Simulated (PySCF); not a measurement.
# CCl5NSV ([V(NCS)Cl5]4-): the cost of one run

Computed with PySCF 2.14.0 and routines of our own; the level stands in each step. Atoms count from 0.

## Step 1: The system as given

9 atoms, charge -4, states of the metal's open shell are computed; geometry from: GFN2-xTB.

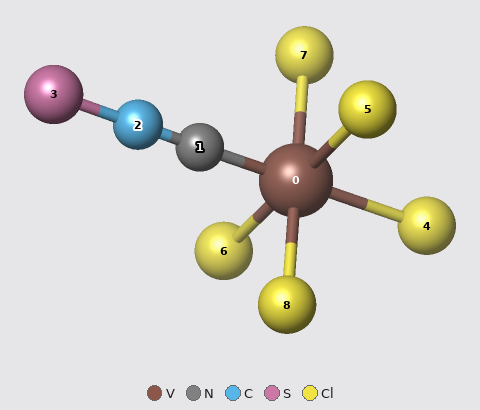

The starting geometry (vanadium brown, nitrogen grey, carbon blue, sulfur pink, chlorine yellow); sticks join atoms by distance alone.

## Step 2: Ligand-field states: state-averaged CASSCF in water

Job settings and geometry (Å):

```
{"job": {"kind": "lf", "basis": {"metal": "x2c-TZVPall", "ligand": "x2c-SVPall"}, "nevpt": true, "tol": 5, "solvent": "water"}, "charge": -4, "metal": "V", "open_shell": "d3"}
V      0.000000     0.000000     0.000000
N      0.002010    -0.012574     1.819607
C      0.002289     0.004418     2.992617
S      0.000188     0.017999     4.588643
Cl    -0.007686     0.018371    -2.478652
Cl     2.503407     0.004267     0.000878
Cl    -2.506489     0.004246     0.011153
Cl     0.001997     2.511043     0.005478
Cl     0.001999    -2.498864     0.006559
```

Method: state-averaged CASSCF of the metal d shell, SC-NEVPT2 on the averaged canonical orbitals, state-interaction spin-orbit coupling.

Command:

```console
$ OMP_NUM_THREADS=1 python lf_run.py task.json out
```

One launch serves the whole session: the jobs run in the order shown.

**Question.** How long does this first job take on 1 thread of Arm Neoverse V2, shared host, and how much memory does it need?

About 22 s, with a peak of 0.52 GiB.
